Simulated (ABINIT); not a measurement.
# BaTiO3 (P4mm): a self-consistent loop beyond G0W0, cycle by cycle, part 3 of 3

How far does self-consistency move the gap of BaTiO3 (P4mm)?

ABINIT 10.8.3; PBE and many-body steps on it, plane waves. Known limits of the many-body steps: not at the basis limit; no spin-orbit coupling; coarse k mesh.

So far. Step 8 (evGW0, cycle 4): Against the cycle before, the gap moves by +0.006 eV. Step 11 (evGW, cycle 1): Against G0W0 in ABINIT (4×4×4 mesh, 79 bands, screening to 106.1 eV, Godby-Needs plasmon pole), the gap moves by +0.875 eV.

## 14. evGW, cycle 2

This step: evGW on PBE, plane waves, norm-conserving pseudopotentials.

The input, run.abi:

```
acell 3*1.0 Angstrom
rprim 
  3.990480000000 0.000000000000 0.000000000000
  0.000000000000 3.990480000000 0.000000000000
  0.000000000000 0.000000000000 4.023030000000
ntypat 3
znucl 56 22 8
natom 5
typat 1 2 3 3 3
xred 
  0.000000000000 0.000000000000 0.000000000000
  0.500000000000 0.500000000000 0.522000000000
  0.500000000000 0.500000000000 0.979000000000
  0.500000000000 0.000000000000 0.488000000000
  0.000000000000 0.500000000000 0.488000000000
pp_dirpath "pseudos"
pseudos "Ba.upf, Ti.upf, O.upf"
ecut 38
ngkpt 4 4 4
nshiftk 1
shiftk 0 0 0
kptopt 1
chksymbreak 0
istwfk *1
occopt 1
irdwfk 1
optdriver 4
nband 79
gwcalctyp 10
ecutsigx 38
symsigma 1
nkptgw 18
kptgw 
  0.0000000000 0.0000000000 0.0000000000
  0.2500000000 0.0000000000 0.0000000000
  0.5000000000 0.0000000000 0.0000000000
  0.2500000000 0.2500000000 0.0000000000
  0.5000000000 0.2500000000 0.0000000000
  0.5000000000 0.5000000000 0.0000000000
  0.0000000000 0.0000000000 0.2500000000
  0.2500000000 0.0000000000 0.2500000000
  0.5000000000 0.0000000000 0.2500000000
  0.2500000000 0.2500000000 0.2500000000
  0.5000000000 0.2500000000 0.2500000000
  0.5000000000 0.5000000000 0.2500000000
  0.0000000000 0.0000000000 0.5000000000
  0.2500000000 0.0000000000 0.5000000000
  0.5000000000 0.0000000000 0.5000000000
  0.2500000000 0.2500000000 0.5000000000
  0.5000000000 0.2500000000 0.5000000000
  0.5000000000 0.5000000000 0.5000000000
bdgw 
  12 24
  12 24
  12 24
  12 24
  12 24
  12 24
  12 24
  12 24
  12 24
  12 24
  12 24
  12 24
  12 24
  12 24
  12 24
  12 24
  12 24
  12 24
ecuteps 3.9
irdscr 1
ppmodel 1
irdqps 1
indata_prefix "in"
outdata_prefix "out"
tmpdata_prefix "tmp"
```

Launch:

```sh
> OMP_NUM_THREADS=1 mpirun -n 4 abinit run.abi > log
```

Numbers of over 12 decimals in the logs are rounded to 6 here.

Output:

```text
.Version 10.8.3 of ABINIT. v10.8.2 released Aug 2026.

 Symmetries : space group P4 m m (# 99); Bravais tP (primitive tetrag.)
[... echo of the input left out ...]
== DATASET  1 ==================================================================
-   mpi_nproc: 4, omp_nthreads: 1 (-1 if OMP is not activated)

--- !DatasetInfo
iteration_state: {dtset: 1, }
dimensions: {natom: 5, nkpt: 18, mband: 79, nsppol: 1, nspinor: 1, nspden: 1, mpw: 4868, }
cutoff_energies: {ecut:  38.0, pawecutdg:  -1.0, }
[...]
.  kptgw no:  3; Maximum DeltaE = (  -0.031   0.000) for band index:  3
[...]
.  kptgw no: 17; Maximum DeltaE = (  -0.030  -0.000) for band index:  5
.  kptgw no: 18; Maximum DeltaE = (   0.010   0.000) for band index:  1

== END DATASET(S) ==============================================================
================================================================================

 -outvars: echo values of variables after computation  --------
           etotal      0.0000000000E+00
            nband          79
             nkpt          18
          spgroup          99
 [... the other variables as echoed above ...]

 Calculation completed.
```

Wall time 3.8 min (4 MPI ranks of Arm Neoverse V2, shared host); peak memory 2.3 GiB; 15 min of CPU time.

Numbers from this step:

- quasiparticle gap on the mesh: 4.383 eV
- gap of the density functional on the mesh: 1.851 eV
- k of the valence top: 0.5, 0.5, 0.5
- k of the conduction bottom: 0, 0, 0
- least direct quasiparticle gap on the computed points: 4.725 eV

Against the cycle before, the gap moves by +0.075 eV.

## 15. Screening, 4×4×4 mesh, 79 bands, screening to 106.1 eV

This step: RPA screening on PBE, plane waves, norm-conserving pseudopotentials.

The input, run.abi:

```
acell 3*1.0 Angstrom
rprim 
  3.990480000000 0.000000000000 0.000000000000
  0.000000000000 3.990480000000 0.000000000000
  0.000000000000 0.000000000000 4.023030000000
ntypat 3
znucl 56 22 8
natom 5
typat 1 2 3 3 3
xred 
  0.000000000000 0.000000000000 0.000000000000
  0.500000000000 0.500000000000 0.522000000000
  0.500000000000 0.500000000000 0.979000000000
  0.500000000000 0.000000000000 0.488000000000
  0.000000000000 0.500000000000 0.488000000000
pp_dirpath "pseudos"
pseudos "Ba.upf, Ti.upf, O.upf"
ecut 38
ngkpt 4 4 4
nshiftk 1
shiftk 0 0 0
kptopt 1
chksymbreak 0
istwfk *1
occopt 1
irdwfk 1
optdriver 3
nband 79
ecuteps 3.9
inclvkb 2
awtr 1
symchi 1
gwcalctyp 10
mbpt_sciss 2.840 eV
nqptdm 1
qptdm 
  0 0 0
indata_prefix "in"
outdata_prefix "out"
tmpdata_prefix "tmp"
```

Output:

```text
.Version 10.8.3 of ABINIT. v10.8.2 released Aug 2026.

 Symmetries : space group P4 m m (# 99); Bravais tP (primitive tetrag.)
[... echo of the input left out ...]
== DATASET  1 ==================================================================
-   mpi_nproc: 4, omp_nthreads: 1 (-1 if OMP is not activated)

--- !DatasetInfo
iteration_state: {dtset: 1, }
dimensions: {natom: 5, nkpt: 18, mband: 79, nsppol: 1, nspinor: 1, nspden: 1, mpw: 4868, }
cutoff_energies: {ecut:  38.0, pawecutdg:  -1.0, }
[...]
[... chi0 elements left out ...]
 For q-point:  0.000010 0.000020 0.000030
  dielectric constant =   4.3871
  dielectric constant without local fields =   4.7591

  Average fulfillment of the sum rule on Im[epsilon] for q-point    1 :     57.07  [%]
[... wings left out ...]
== END DATASET(S) ==============================================================
================================================================================

 -outvars: echo values of variables after computation  --------
           etotal      0.0000000000E+00
            nband          79
             nkpt          18
          spgroup          99
 [... the other variables as echoed above ...]

 Calculation completed.
```

Elapsed: 19 s, on 4 MPI ranks; peak memory 1.3 GiB; 77 s of CPU time.

This step gave:

```
ε∞ with local fields, on this mesh, along the program's q direction : 4.387
the same without local fields                                       : 4.759
plasma frequency                                                    : 29.34 eV
plane waves in the screening matrix                                 : 171
```

This screening uses the functional's bands under a rigid shift, the mean opening of the cycle before.

## 16. Screening, 4×4×4 mesh, 79 bands, screening to 106.1 eV

This step: RPA screening on PBE from quasiparticle energies, plane waves, norm-conserving pseudopotentials.

Changes to run.abi since step 15:

```diff
@@ -32,7 +32,23 @@
 symchi 1
+irdqps 1
 gwcalctyp 10
-mbpt_sciss 2.840 eV
-nqptdm 1
+nqptdm 17
 qptdm 
-  0 0 0
+  0.2500000000 0.0000000000 0.0000000000
+  0.5000000000 0.0000000000 0.0000000000
+  0.2500000000 0.2500000000 0.0000000000
+  0.5000000000 0.2500000000 0.0000000000
+  0.5000000000 0.5000000000 0.0000000000
+  0.0000000000 0.0000000000 0.2500000000
+  0.2500000000 0.0000000000 0.2500000000
+  0.5000000000 0.0000000000 0.2500000000
+  0.2500000000 0.2500000000 0.2500000000
+  0.5000000000 0.2500000000 0.2500000000
+  0.5000000000 0.5000000000 0.2500000000
+  0.0000000000 0.0000000000 0.5000000000
+  0.2500000000 0.0000000000 0.5000000000
+  0.5000000000 0.0000000000 0.5000000000
+  0.2500000000 0.2500000000 0.5000000000
+  0.5000000000 0.2500000000 0.5000000000
+  0.5000000000 0.5000000000 0.5000000000
 indata_prefix "in"
```

The input, mrgscr.stdin:

```
2
merged
q0_SCR
out_SCR
1
```

Launch:

```sh
> OMP_NUM_THREADS=1 mpirun -n 4 abinit run.abi > log; mrgscr < mrgscr.stdin
```

Output:

```text
.Version 10.8.3 of ABINIT. v10.8.2 released Aug 2026.

 Symmetries : space group P4 m m (# 99); Bravais tP (primitive tetrag.)
[... echo of the input left out ...]
== DATASET  1 ==================================================================
-   mpi_nproc: 4, omp_nthreads: 1 (-1 if OMP is not activated)

--- !DatasetInfo
iteration_state: {dtset: 1, }
dimensions: {natom: 5, nkpt: 18, mband: 79, nsppol: 1, nspinor: 1, nspden: 1, mpw: 4868, }
cutoff_energies: {ecut:  38.0, pawecutdg:  -1.0, }
[...]
q-point number  1        q = ( 0.250000, 0.000000, 0.000000) [r.l.u.]
--------------------------------------------------------------------------------
[... chi0 elements left out ...]
  Average fulfillment of the sum rule on Im[epsilon] for q-point    2 :     71.57  [%]

--------------------------------------------------------------------------------
  q-point number  2        q = ( 0.500000, 0.000000, 0.000000) [r.l.u.]
--------------------------------------------------------------------------------
[... chi0 elements left out ...]
  Average fulfillment of the sum rule on Im[epsilon] for q-point    3 :     63.73  [%]

 [... 15 further q-points ...]
```

Wall time 59 s (4 MPI ranks); peak memory 1.2 GiB.

This step gave:

| Item | Value |
| --- | --- |
| plasma frequency | 29.34 eV |
| plane waves in the screening matrix | 171 |

This screening reads the quasiparticle levels of the cycle before.

## 17. evGW, cycle 3

This step: evGW on PBE, plane waves, norm-conserving pseudopotentials.

Changes to run.abi since step 16:

```diff
@@ -26,12 +26,10 @@
 irdwfk 1
-optdriver 3
+optdriver 4
 nband 79
-ecuteps 3.9
-inclvkb 2
-awtr 1
-symchi 1
-irdqps 1
 gwcalctyp 10
-nqptdm 17
-qptdm 
+ecutsigx 38
+symsigma 1
+nkptgw 18
+kptgw 
+  0.0000000000 0.0000000000 0.0000000000
   0.2500000000 0.0000000000 0.0000000000
@@ -53,2 +51,25 @@
   0.5000000000 0.5000000000 0.5000000000
+bdgw 
+  12 24
+  12 24
+  12 24
+  12 24
+  12 24
+  12 24
+  12 24
+  12 24
+  12 24
+  12 24
+  12 24
+  12 24
+  12 24
+  12 24
+  12 24
+  12 24
+  12 24
+  12 24
+ecuteps 3.9
+irdscr 1
+ppmodel 1
+irdqps 1
 indata_prefix "in"
```

Launch:

```sh
> OMP_NUM_THREADS=1 mpirun -n 4 abinit run.abi > log
```

Output:

```text
.Version 10.8.3 of ABINIT. v10.8.2 released Aug 2026.

 Symmetries : space group P4 m m (# 99); Bravais tP (primitive tetrag.)
[... echo of the input left out ...]
== DATASET  1 ==================================================================
-   mpi_nproc: 4, omp_nthreads: 1 (-1 if OMP is not activated)

--- !DatasetInfo
iteration_state: {dtset: 1, }
dimensions: {natom: 5, nkpt: 18, mband: 79, nsppol: 1, nspinor: 1, nspden: 1, mpw: 4868, }
cutoff_energies: {ecut:  38.0, pawecutdg:  -1.0, }
[...]
.  kptgw no:  3; Maximum DeltaE = (  -0.003   0.000) for band index:  6
[...]
.  kptgw no: 17; Maximum DeltaE = (   0.006   0.000) for band index:  3
.  kptgw no: 18; Maximum DeltaE = (  -0.017   0.001) for band index:  1

== END DATASET(S) ==============================================================
================================================================================

 -outvars: echo values of variables after computation  --------
           etotal      0.0000000000E+00
            nband          79
             nkpt          18
          spgroup          99
 [... the other variables as echoed above ...]

 Calculation completed.
```

Run time: 3.8 min. Hardware: 4 MPI ranks; peak memory 2.3 GiB.

Numbers from this step:

```
quasiparticle gap on the mesh                         : 4.394 eV
gap of the density functional on the mesh             : 1.851 eV
k of the valence top                                  : 0.5, 0.5, 0.5
k of the conduction bottom                            : 0, 0, 0
least direct quasiparticle gap on the computed points : 4.735 eV
```

Against the cycle before, the gap moves by +0.011 eV.

## 18. Screening, 4×4×4 mesh, 79 bands, screening to 106.1 eV

This step: RPA screening on PBE, plane waves, norm-conserving pseudopotentials.

The input, run.abi:

```
acell 3*1.0 Angstrom
rprim 
  3.990480000000 0.000000000000 0.000000000000
  0.000000000000 3.990480000000 0.000000000000
  0.000000000000 0.000000000000 4.023030000000
ntypat 3
znucl 56 22 8
natom 5
typat 1 2 3 3 3
xred 
  0.000000000000 0.000000000000 0.000000000000
  0.500000000000 0.500000000000 0.522000000000
  0.500000000000 0.500000000000 0.979000000000
  0.500000000000 0.000000000000 0.488000000000
  0.000000000000 0.500000000000 0.488000000000
pp_dirpath "pseudos"
pseudos "Ba.upf, Ti.upf, O.upf"
ecut 38
ngkpt 4 4 4
nshiftk 1
shiftk 0 0 0
kptopt 1
chksymbreak 0
istwfk *1
occopt 1
irdwfk 1
optdriver 3
nband 79
ecuteps 3.9
inclvkb 2
awtr 1
symchi 1
gwcalctyp 10
mbpt_sciss 2.850 eV
nqptdm 1
qptdm 
  0 0 0
indata_prefix "in"
outdata_prefix "out"
tmpdata_prefix "tmp"
```

Output:

```text
.Version 10.8.3 of ABINIT. v10.8.2 released Aug 2026.

 Symmetries : space group P4 m m (# 99); Bravais tP (primitive tetrag.)
[... echo of the input left out ...]
== DATASET  1 ==================================================================
-   mpi_nproc: 4, omp_nthreads: 1 (-1 if OMP is not activated)

--- !DatasetInfo
iteration_state: {dtset: 1, }
dimensions: {natom: 5, nkpt: 18, mband: 79, nsppol: 1, nspinor: 1, nspden: 1, mpw: 4868, }
cutoff_energies: {ecut:  38.0, pawecutdg:  -1.0, }
[...]
[... chi0 elements left out ...]
 For q-point:  0.000010 0.000020 0.000030
  dielectric constant =   4.3838
  dielectric constant without local fields =   4.7553

  Average fulfillment of the sum rule on Im[epsilon] for q-point    1 :     57.09  [%]
[... wings left out ...]
== END DATASET(S) ==============================================================
================================================================================

 -outvars: echo values of variables after computation  --------
           etotal      0.0000000000E+00
            nband          79
             nkpt          18
          spgroup          99
 [... the other variables as echoed above ...]

 Calculation completed.
```

Wall time 20 s (4 MPI ranks); peak memory 1.3 GiB.

Numbers from this step:

| Item | Value |
| --- | --- |
| ε∞ with local fields, on this mesh, along the program's q direction | 4.384 |
| the same without local fields | 4.755 |
| plasma frequency | 29.34 eV |
| plane waves in the screening matrix | 171 |

This screening uses the functional's bands under a rigid shift, the mean opening of the cycle before.

## 19. Screening, 4×4×4 mesh, 79 bands, screening to 106.1 eV

This step: RPA screening on PBE from quasiparticle energies, plane waves, norm-conserving pseudopotentials.

Changes to run.abi since step 18:

```diff
@@ -32,7 +32,23 @@
 symchi 1
+irdqps 1
 gwcalctyp 10
-mbpt_sciss 2.850 eV
-nqptdm 1
+nqptdm 17
 qptdm 
-  0 0 0
+  0.2500000000 0.0000000000 0.0000000000
+  0.5000000000 0.0000000000 0.0000000000
+  0.2500000000 0.2500000000 0.0000000000
+  0.5000000000 0.2500000000 0.0000000000
+  0.5000000000 0.5000000000 0.0000000000
+  0.0000000000 0.0000000000 0.2500000000
+  0.2500000000 0.0000000000 0.2500000000
+  0.5000000000 0.0000000000 0.2500000000
+  0.2500000000 0.2500000000 0.2500000000
+  0.5000000000 0.2500000000 0.2500000000
+  0.5000000000 0.5000000000 0.2500000000
+  0.0000000000 0.0000000000 0.5000000000
+  0.2500000000 0.0000000000 0.5000000000
+  0.5000000000 0.0000000000 0.5000000000
+  0.2500000000 0.2500000000 0.5000000000
+  0.5000000000 0.2500000000 0.5000000000
+  0.5000000000 0.5000000000 0.5000000000
 indata_prefix "in"
```

mrgscr.stdin is that of step 16.

Launch:

```sh
> OMP_NUM_THREADS=1 mpirun -n 4 abinit run.abi > log; mrgscr < mrgscr.stdin
```

Output:

```text
.Version 10.8.3 of ABINIT. v10.8.2 released Aug 2026.

 Symmetries : space group P4 m m (# 99); Bravais tP (primitive tetrag.)
[... echo of the input left out ...]
== DATASET  1 ==================================================================
-   mpi_nproc: 4, omp_nthreads: 1 (-1 if OMP is not activated)

--- !DatasetInfo
iteration_state: {dtset: 1, }
dimensions: {natom: 5, nkpt: 18, mband: 79, nsppol: 1, nspinor: 1, nspden: 1, mpw: 4868, }
cutoff_energies: {ecut:  38.0, pawecutdg:  -1.0, }
[...]
q-point number  1        q = ( 0.250000, 0.000000, 0.000000) [r.l.u.]
--------------------------------------------------------------------------------
[... chi0 elements left out ...]
  Average fulfillment of the sum rule on Im[epsilon] for q-point    2 :     71.59  [%]

--------------------------------------------------------------------------------
  q-point number  2        q = ( 0.500000, 0.000000, 0.000000) [r.l.u.]
--------------------------------------------------------------------------------
[... chi0 elements left out ...]
  Average fulfillment of the sum rule on Im[epsilon] for q-point    3 :     63.74  [%]

 [... 15 further q-points ...]
```

Wall time 58 s (4 MPI ranks); peak memory 1.2 GiB.

This step gave:

| Property | Result |
| --- | --- |
| plasma frequency | 29.34 eV |
| plane waves in the screening matrix | 171 |

This screening reads the quasiparticle levels of the cycle before.

## 20. evGW, cycle 4

This step: evGW on PBE, plane waves, norm-conserving pseudopotentials.

Changes to run.abi since step 19:

```diff
@@ -26,12 +26,10 @@
 irdwfk 1
-optdriver 3
+optdriver 4
 nband 79
-ecuteps 3.9
-inclvkb 2
-awtr 1
-symchi 1
-irdqps 1
 gwcalctyp 10
-nqptdm 17
-qptdm 
+ecutsigx 38
+symsigma 1
+nkptgw 18
+kptgw 
+  0.0000000000 0.0000000000 0.0000000000
   0.2500000000 0.0000000000 0.0000000000
@@ -53,2 +51,25 @@
   0.5000000000 0.5000000000 0.5000000000
+bdgw 
+  12 24
+  12 24
+  12 24
+  12 24
+  12 24
+  12 24
+  12 24
+  12 24
+  12 24
+  12 24
+  12 24
+  12 24
+  12 24
+  12 24
+  12 24
+  12 24
+  12 24
+  12 24
+ecuteps 3.9
+irdscr 1
+ppmodel 1
+irdqps 1
 indata_prefix "in"
```

Launch:

```sh
> OMP_NUM_THREADS=1 mpirun -n 4 abinit run.abi > log
```

Output:

```text
.Version 10.8.3 of ABINIT. v10.8.2 released Aug 2026.

 Symmetries : space group P4 m m (# 99); Bravais tP (primitive tetrag.)
[... echo of the input left out ...]
== DATASET  1 ==================================================================
-   mpi_nproc: 4, omp_nthreads: 1 (-1 if OMP is not activated)

--- !DatasetInfo
iteration_state: {dtset: 1, }
dimensions: {natom: 5, nkpt: 18, mband: 79, nsppol: 1, nspinor: 1, nspden: 1, mpw: 4868, }
cutoff_energies: {ecut:  38.0, pawecutdg:  -1.0, }
[...]
.  kptgw no:  3; Maximum DeltaE = (  -0.000   0.000) for band index:  3
[...]
.  kptgw no: 17; Maximum DeltaE = (  -0.000   0.000) for band index:  1
.  kptgw no: 18; Maximum DeltaE = (   0.002   0.001) for band index:  1

== END DATASET(S) ==============================================================
================================================================================

 -outvars: echo values of variables after computation  --------
           etotal      0.0000000000E+00
            nband          79
             nkpt          18
          spgroup          99
 [... the other variables as echoed above ...]

 Calculation completed.
```

The job ended after 3.8 min (4 MPI ranks; peak memory 2.3 GiB; 15 min of CPU time).

Numbers from this step:

```
quasiparticle gap on the mesh                         : 4.395 eV
gap of the density functional on the mesh             : 1.851 eV
k of the valence top                                  : 0.5, 0.5, 0.5
k of the conduction bottom                            : 0, 0, 0
least direct quasiparticle gap on the computed points : 4.736 eV
```

Against the cycle before, the gap moves by +0.001 eV.

## 21. The runs together

Times are wall times on 4 MPI ranks of Arm Neoverse V2, shared host, good to a factor of about two. A run's time includes the screening step that it read.

| run | mesh | bands | screening cutoff (eV) | DFT gap (eV) | gap on the mesh (eV) | direct (eV) | ε∞ used | time |
| --- | --- | --- | --- | --- | --- | --- | --- | --- |
| G0W0 | 4×4×4 | 79 | 106.1 | 1.851 | 3.433 | 3.811 | 5.80 | 85 s |
| evGW0, cycle 1 | 4×4×4 | 79 | 106.1 | 1.851 | 3.867 | 4.249 | 5.80 | 5 min |
| evGW0, cycle 2 | 4×4×4 | 79 | 106.1 | 1.851 | 3.820 | 4.194 | 5.80 | 5 min |
| evGW0, cycle 3 | 4×4×4 | 79 | 106.1 | 1.851 | 3.800 | 4.178 | 5.80 | 5 min |
| evGW0, cycle 4 | 4×4×4 | 79 | 106.1 | 1.851 | 3.806 | 4.183 | 5.80 | 5 min |
| evGW, cycle 1 | 4×4×4 | 79 | 106.1 | 1.851 | 4.308 | 4.652 | 4.59 | 5.1 min |
| evGW, cycle 2 | 4×4×4 | 79 | 106.1 | 1.851 | 4.383 | 4.725 | 4.41 | 5.1 min |
| evGW, cycle 3 | 4×4×4 | 79 | 106.1 | 1.851 | 4.394 | 4.735 | 4.39 | 5.1 min |
| evGW, cycle 4 | 4×4×4 | 79 | 106.1 | 1.851 | 4.395 | 4.736 | 4.38 | 5.1 min |

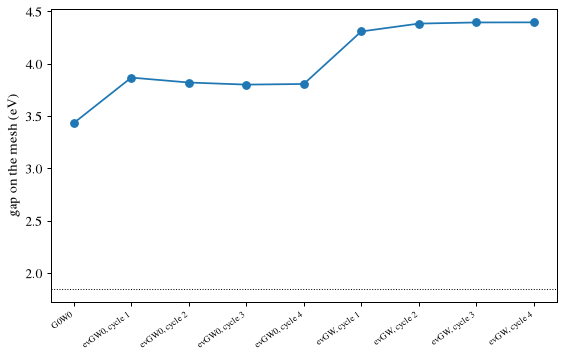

The gap through the cycles; the dotted line is the starting gap.

## 22. Results

| Property | Result |
| --- | --- |
| G0W0 | 3.433 eV |
| evGW0, cycle 1 | 3.867 eV |
| evGW0, cycle 2 | 3.820 eV |
| evGW0, cycle 3 | 3.800 eV |
| evGW0, cycle 4 | 3.806 eV |
| evGW, cycle 1 | 4.308 eV |
| evGW, cycle 2 | 4.383 eV |
| evGW, cycle 3 | 4.394 eV |
| evGW, cycle 4 | 4.395 eV |
| known limits | not at the basis limit; no spin-orbit coupling; coarse k mesh |

Only the bands that the input lists are updated; the others, empty or deep, keep the functional's energies or take a rigid shift. The evGW loop starts from the last levels of evGW0, so its cycles and time come on top of those. evGW0 ends at 3.81 eV, +0.37 eV from G0W0, after 4 cycles that took 15 min beside the first screening; the last moved the gap by 0.006 eV. evGW ends at 4.39 eV, +0.96 eV from G0W0, after 4 cycles that took 20 min beside the first screening; the last moved the gap by 0.001 eV. The first cycle of evGW0 takes the full correction, without the factor Z, so it overshoots the one-shot value. Bands and cutoff are finite, so the gap is not at the basis limit. The miss can reach some tenths of an eV and take either sign; the mesh is an error of its own. The 4×4×4 mesh is coarse for this cell, which bears on the long-range parts of exchange and screening. In the updated screening the q = 0 part is built from Kohn-Sham bands under a rigid shift, the other q from the quasiparticle levels. The many-body steps are scalar-relativistic: spin-orbit coupling is not in them.

[Paths, hosts, dates, memory and timing lines, banners, echoed tables and standing remarks are left out of the program output.]

[Logs are printed without paths, hosts, clocks, repeated set-up lines and the standing remarks that a program may print on its own settings, such as how far it seeks lower states.]

[Runs of the session that timed out or met a known fault of the program may be left out.]

[Hosts, paths, dates, database ids (printed as entryN), source tags and the programs' standing remarks are cut or masked in the printed files.]

[G0W0 gaps are taken among the corrected bands and points alone; a level outside them can change the order at an edge.]

[Where Ansatz stands beside ABINIT at settings called matched, ABINIT's density can come from a denser mesh and the files from another edition; pairs whose starting gaps differed by over 0.03 eV were left out, so agreement reads better than it is.]
